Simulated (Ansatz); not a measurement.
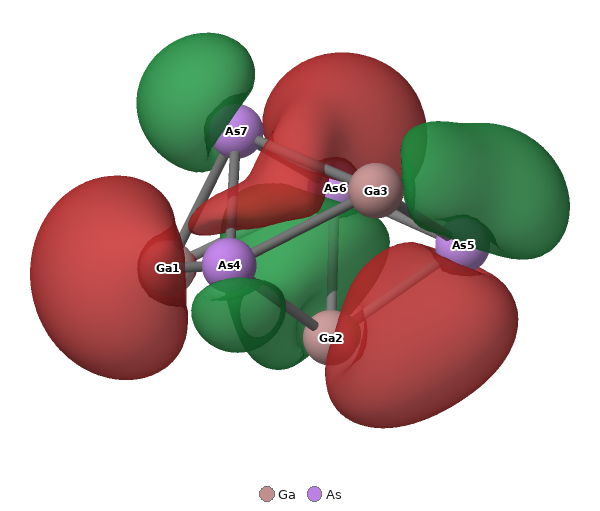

Figure 1: As4Ga3 (charge −1, triplet). The HOMO (β) at ±0.06 Å⁻³ᐟ² (green and red are the two phases), seen from one side.

Geometry: PBE0-D4/def2-SVP.

All numbers below come from Ansatz, UKS PBE0-D4/def2-SVP.

```yaml
atoms:
  - { symbol: Ga, position_ang: [0.7408, -1.0699, 2.0430] }
  - { symbol: Ga, position_ang: [1.6398, 0.3205, -0.2746] }
  - { symbol: Ga, position_ang: [-1.0366, 1.3904, -0.9723] }
  - { symbol: As, position_ang: [-0.0619, 1.4819, 1.3779] }
  - { symbol: As, position_ang: [0.4328, -0.0093, -2.4350] }
  - { symbol: As, position_ang: [-0.1275, -1.6687, -0.6841] }
  - { symbol: As, position_ang: [-1.5874, -0.4449, 0.9450] }
```

Q: What is the character of this orbital?

A: By Hirshfeld shares it lies mainly on As6 (about 25 %), Ga1 (about 25 %), As5 (about 20 %), Ga2 (about 15 %) and As7 (about 10 %). Its energy is −1.55 eV.
